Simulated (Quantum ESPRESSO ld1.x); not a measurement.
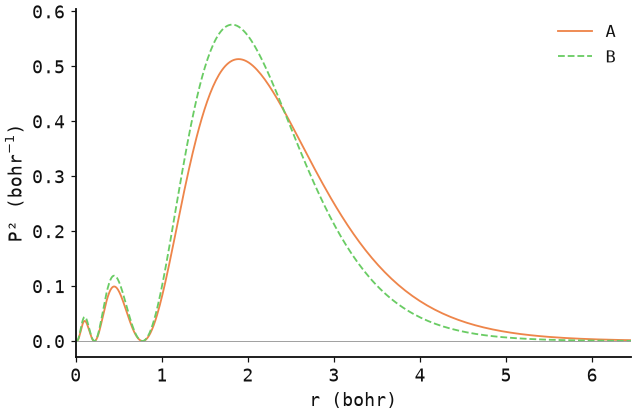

Two charge states of arsenic were computed: As²⁺ in [Ar] 3d10 4s2 4p1 (high spin); As⁺ in [Ar] 3d10 4s2 4p2 (both spins equally filled). Level of theory: scalar-relativistic Kohn-Sham, LDA (Slater exchange, Perdew-Zunger correlation), spin-polarised, spherical densities, point nucleus. Computed with Quantum ESPRESSO ld1.x 7.5.

The plot shows P² of the 4p up orbital in both runs (large components where relativistic).

Assign A and B.

Answer. A is As⁺ in [Ar] 3d10 4s2 4p2 (both spins equally filled) (⟨r⟩ = 2.30 bohr, eigenvalue −13.5 eV); B is As²⁺ in [Ar] 3d10 4s2 4p1 (high spin) (⟨r⟩ = 2.13 bohr, eigenvalue −23.4 eV). Fewer electrons screen less, so the orbital shrinks.
